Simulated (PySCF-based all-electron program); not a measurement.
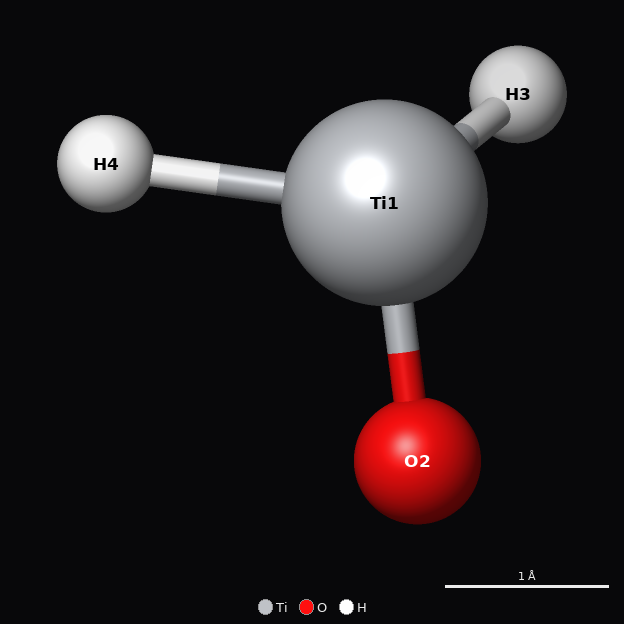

The picture comes from a calculation with PySCF-based all-electron program.

The atoms are numbered. The species is neutral and a spin singlet. Geometry: a fixed input geometry, not necessarily a minimum.

What is the geometry at Ti1?

Ti1 has 3 neighbours (O2 at 1.60, H3 at 1.73, H4 at 1.73 Å); the arrangement is trigonal pyramidal.
